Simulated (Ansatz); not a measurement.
A series of calculations on BH₃OCl₂

### Relaxation

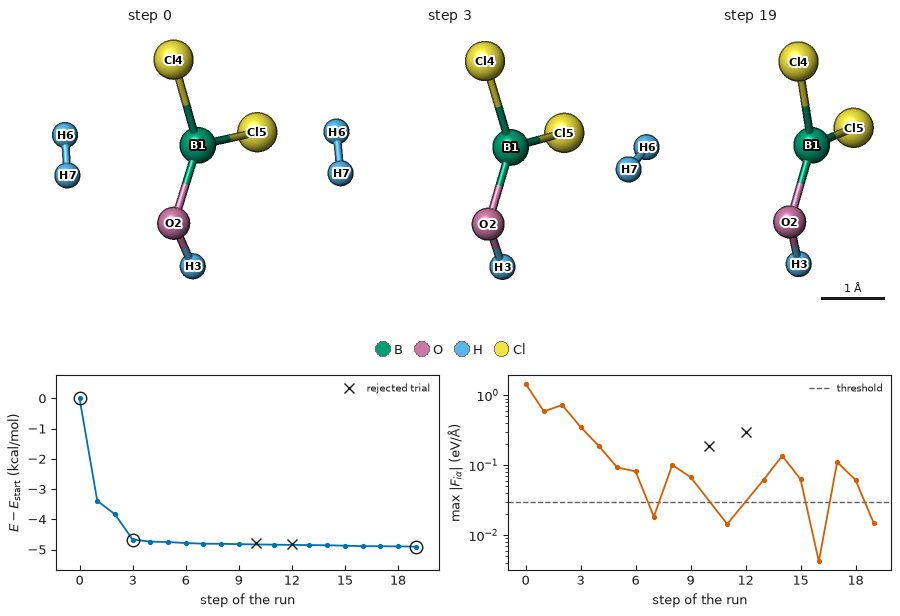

Frames of a relaxation of BH₃OCl₂, marked on the history of the run. The picture is a ball-and-stick view, seen at a tilt.

The run prepares an end point of a later path (reaction) calculation, from a guessed geometry.

The calculation used Ansatz 0.2.0, RKS PBE0-D4/def2-SVP.

The input:
```yaml
crystal:
  periodic: [false, false, false]
  atoms:
    - { symbol: B, position_ang: [-0.028774, -0.261941, 0.11833] }
    - { symbol: O, position_ang: [-0.003997, -0.479019, 1.472008] }
    - { symbol: H, position_ang: [-0.888333, -0.458116, 1.856949] }
    - { symbol: Cl, position_ang: [1.473591, -0.34509, -0.771969] }
    - { symbol: Cl, position_ang: [-1.554656, 0.001309, -0.724978] }
    - { symbol: H, position_ang: [0.357411, 2.054887, 0.605047] }
    - { symbol: H, position_ang: [0.311758, 1.70597, 1.230212] }
basis:
  gaussian: { orbitals: def2-SVP }
hamiltonian:
  xc: pbe0
  dispersion: d4
relax:
  f_tol: 0.03
  max_steps: 50
```

Launched with:
```bash
ansatz run input.yaml --threads 1 --pin off --max-ram 2048MiB --backend cpu --events-out ev --progress --plain --runs-dir out
```

Question: Describe the path.

Answer: After 17 accepted moves (19 points after the start) the energy has fallen by 4.90 kcal/mol. The largest force component goes from 1.5 to 0.015 eV/Å. The line search rejected the trial steps at points 10, 12 of the run. The forces were under the threshold at step 7, but the run went on from there. The atom that moves furthest after the best rigid fit is H7 (0.66 Å). Largest moves by element: H 0.66 Å, Cl 0.48 Å, O 0.30 Å, B 0.28 Å. Some distances before and after: H6–H7 0.717 → 0.761 Å, B1–O2 1.371 → 1.338 Å. From step 0 to 3: H6 moves most (0.53 Å), energy −4.67 kcal/mol. From step 3 to 19: H6 moves most (0.37 Å), energy −0.24 kcal/mol.

Limits of the set-up: the start holds two separate molecules, 2.2 Å apart at their closest, whose relative position is a soft coordinate.

### Relaxation

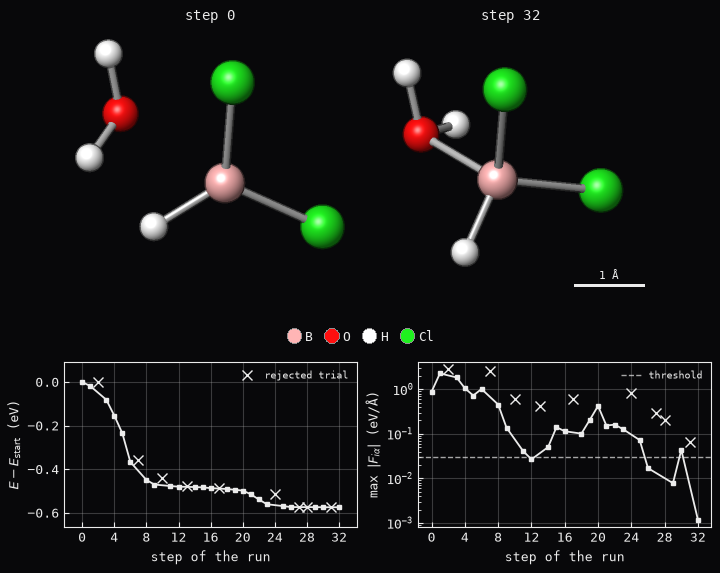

First and last geometry of a relaxation of BH$_{3}$OCl$_{2}$, with the history of the run. A ball-and-stick model, seen from a free direction.

The run prepares an end point of a later path (reaction) calculation, from a guessed geometry.

These are results of RKS PBE0-D4/def2-SVP (Ansatz 0.2.0), not measurements.

Input file:
```yaml
crystal:
  periodic: [false, false, false]
  atoms:
    - { symbol: B, position_ang: [0.138049, 0.490381, -0.464638] }
    - { symbol: O, position_ang: [0.060052, -0.01758, 2.08843] }
    - { symbol: H, position_ang: [-0.859752, -0.302968, 2.145188] }
    - { symbol: Cl, position_ang: [1.557618, -0.320442, -1.051621] }
    - { symbol: Cl, position_ang: [-1.458502, -0.106656, -0.864407] }
    - { symbol: H, position_ang: [0.236709, 1.544185, 0.092675] }
    - { symbol: H, position_ang: [-0.007174, 0.931081, 1.839973] }
basis:
  gaussian: { orbitals: def2-SVP }
hamiltonian:
  xc: pbe0
  dispersion: d4
relax:
  f_tol: 0.03
  max_steps: 50
```

Launched with:
```bash
ansatz run input.yaml --threads 1 --pin off --max-ram 2048MiB --backend cpu --events-out ev --progress --plain --runs-dir out
```

**What do the curves and the structures tell?**

It converged. H3 moves most after the best rigid fit: 1.36 Å. Largest moves by element: H 1.36 Å, Cl 0.76 Å, O 0.69 Å, B 0.45 Å. Some distances before and after: B1–O2 2.604 → 1.650 Å, B1–Cl4 1.737 → 1.828 Å, B1–Cl5 1.751 → 1.828 Å, O2–H3 0.965 → 0.974 Å. New bonds form, among them: B1–O2 (2.60 → 1.65 Å). Among the angles between lasting bonds that change: Cl4–B1–Cl5 120.6° → 114.7°, Cl4–B1–H6 120.1° → 114.8°, Cl5–B1–H6 118.8° → 114.8°. The energy falls by 0.574 eV in 23 accepted moves (32 points after the start). The largest force component goes from 0.89 to 0.0012 eV/Å. The line search rejected the trial steps at points 2, 7, 10, 13, 17, 24, 27, 28 and more of the run. The forces were under the threshold at step 12, but the run went on from there. The run took 88 s on 1 thread of Arm Neoverse V2, with other jobs on the host, peak memory 0.14 GiB.

```tsv
step	E − E(0), eV	largest force component, eV/Å	note
0	0.0000	0.8885	
1	-0.0180	2.2751	
2	0.0011	2.8173	rejected
3	-0.0808	1.8470	
4	-0.1535	1.0568	
5	-0.2344	0.7248	
6	-0.3665	1.0161	
7	-0.3570	2.5780	rejected
8	-0.4488	0.4546	
9	-0.4701	0.1377	
10	-0.4412	0.6164	rejected
11	-0.4767	0.0410	
12	-0.4797	0.0268	
13	-0.4787	0.4221	rejected
15	-0.4829	0.1413	
16	-0.4863	0.1144	
17	-0.4839	0.6030	rejected
18	-0.4904	0.1013	
19	-0.4940	0.2050	
20	-0.4976	0.4238	
22	-0.5385	0.1611	
23	-0.5601	0.1276	
24	-0.5147	0.8205	rejected
25	-0.5687	0.0725	
26	-0.5732	0.0170	
27	-0.5727	0.2884	rejected
29	-0.5736	0.0078	
30	-0.5740	0.0437	
31	-0.5734	0.0663	rejected
32	-0.5741	0.0012
```

### Path

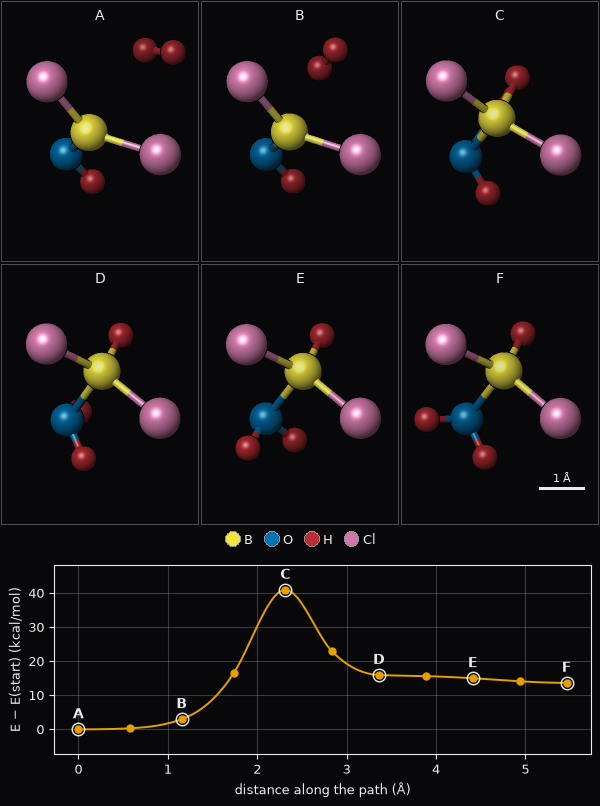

A nudged-elastic-band calculation for BH₃OCl₂, made up at the start of BHOCl2 and H2. Images are numbered from 0 (start) to 10 (end). Frames A to F are images 0, 2, 4, 6, 8, 10. Style: ball-and-stick. Shown from a free direction.

The calculation used Ansatz, RKS PBE0-D4/def2-SVP. Settings: 9 movable images; climbing image; force threshold 0.05 eV/Å; iteration limit 44; starting path through a guess of the saddle point.

> Describe the mechanism and the energy profile.

The energy climbs by 40.9 kcal/mol to image 4 and then falls by 27.3 kcal/mol, so the end point sits at +13.6 kcal/mol. Breaking: H–H (0.76 → 2.90 Å). Forming: B–H (3.19 → 1.20 Å), H–O (3.14 → 0.97 Å). The band converged in 20 iterations. The largest component of the band force went from 59 to 0.012 eV/Å. The climbing image converged on the top of the path. Its vibrational analysis gives one imaginary mode (1381i cm⁻¹), as a transition state must have.

Limits of the set-up: the start holds two separate molecules, 3.1 Å apart at their closest, whose relative position is a soft coordinate.

Cost: 7.6 min on 1 thread of Arm Neoverse V2, on a shared host, peak memory 0.15 GiB.
